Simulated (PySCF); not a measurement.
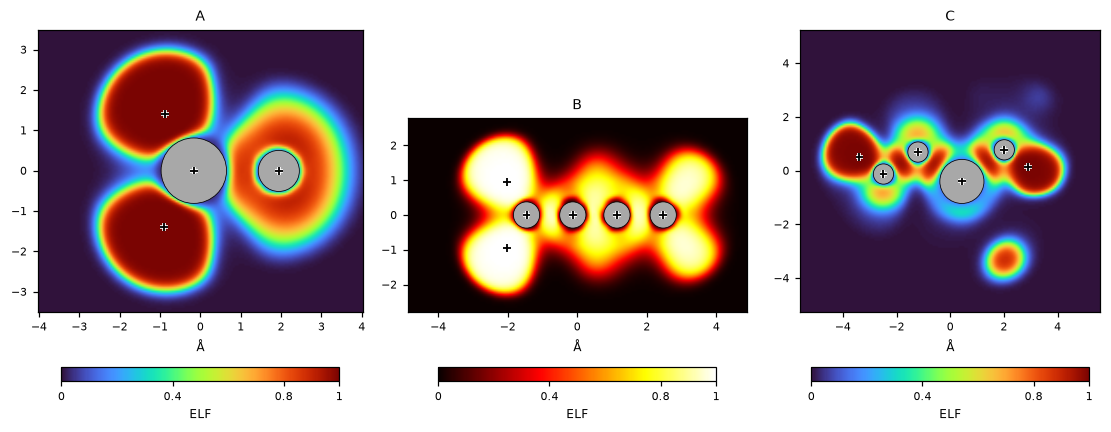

The ELF of 3 systems, each on a plane through atoms (crosses mark nuclei in the plane; grey discs cover the cores).

Level of theory: DFT single point, gas phase, functional wB97X in PySCF.

System 1: C₄H₄ (charge +1, doublet), the plane of atoms H5, C1 and H6. Geometry: PBE0-D3(BJ)/ma-def2-SVP.

```yaml
atoms:
  - { symbol: C, position_ang: [1.9201, -0.3033, 0.3216] }
  - { symbol: C, position_ang: [0.6231, -0.0946, 0.1086] }
  - { symbol: C, position_ang: [-0.6141, 0.1042, -0.0936] }
  - { symbol: C, position_ang: [-1.9111, 0.3131, -0.3061] }
  - { symbol: H, position_ang: [2.2911, -0.5773, 1.3201] }
  - { symbol: H, position_ang: [2.6495, -0.2063, -0.4958] }
  - { symbol: H, position_ang: [-2.2518, 1.1299, -0.9592] }
  - { symbol: H, position_ang: [-2.6710, -0.3263, 0.1665] }
```

System 2: C₈H₂₀Ge (tetraethylgermane), the plane of atoms C2, Ge3 and C8. Geometry: PBE0-D3(BJ)/def2-SVP.

```yaml
atoms:
  - { symbol: C, position_ang: [-1.5409, -2.3769, 0.7761] }
  - { symbol: C, position_ang: [-1.0285, -1.0468, 1.3159] }
  - { symbol: Ge, position_ang: [-0.0023, 0.0019, 0.0040] }
  - { symbol: C, position_ang: [-1.1128, 0.3105, -1.5912] }
  - { symbol: C, position_ang: [-2.4409, 0.9968, -1.2934] }
  - { symbol: C, position_ang: [0.5099, 1.7310, 0.7934] }
  - { symbol: C, position_ang: [1.4554, 1.6133, 1.9831] }
  - { symbol: C, position_ang: [1.6209, -0.9874, -0.5055] }
  - { symbol: C, position_ang: [2.5216, -0.2315, -1.4755] }
  - { symbol: H, position_ang: [-2.1084, -2.9409, 1.5343] }
  - { symbol: H, position_ang: [-0.7158, -3.0259, 0.4413] }
  - { symbol: H, position_ang: [-2.2092, -2.2349, -0.0886] }
  - { symbol: H, position_ang: [-0.3841, -1.2098, 2.1962] }
  - { symbol: H, position_ang: [-1.8672, -0.4224, 1.6676] }
  - { symbol: H, position_ang: [-1.2819, -0.6654, -2.0772] }
  - { symbol: H, position_ang: [-0.5221, 0.9059, -2.3075] }
  - { symbol: H, position_ang: [-3.0548, 0.4076, -0.5929] }
  - { symbol: H, position_ang: [-2.2938, 1.9881, -0.8356] }
  - { symbol: H, position_ang: [-3.0439, 1.1471, -2.2038] }
  - { symbol: H, position_ang: [0.9649, 2.3431, -0.0037] }
  - { symbol: H, position_ang: [-0.4155, 2.2555, 1.0853] }
  - { symbol: H, position_ang: [1.7210, 2.5985, 2.4001] }
  - { symbol: H, position_ang: [1.0099, 1.0253, 2.8016] }
  - { symbol: H, position_ang: [2.3983, 1.1149, 1.7058] }
  - { symbol: H, position_ang: [2.1694, -1.2358, 0.4189] }
  - { symbol: H, position_ang: [1.3086, -1.9521, -0.9397] }
  - { symbol: H, position_ang: [3.4213, -0.8094, -1.7429] }
  - { symbol: H, position_ang: [2.8662, 0.7246, -1.0491] }
  - { symbol: H, position_ang: [1.9987, 0.0062, -2.4159] }
```

System 3: AlClH₂ (SMILES [AlH2][Cl]), the molecular plane. Geometry: PBE0-D3(BJ)/def2-SVP.

```xyz
4

Al   -0.1588    0.0177   -0.2026
Cl    1.9143   -0.1762   -0.5209
H    -0.8442    1.3638   -0.6635
H    -0.9045   -1.1960    0.4781
```

Which map belongs to which system?

Panel A is system 3, AlClH₂: the plane holds Al, Cl and H. Al–Cl (2.11 Å): the ELF peaks at about 0.85 in the valence shell of Cl, 0.9 Å from its nucleus, and is about 0.80 at the midpoint. Panel B is system 1, C₄H₄: the plane holds C and H. C–C (1.27 Å): the ELF peaks at about 0.90 between the atoms (a multiple bond). Panel C is system 2, C₈H₂₀Ge: the plane holds C, Ge and H. C–C (1.52 Å): the ELF peaks at about 0.95 between the atoms, as expected for a shared electron pair.
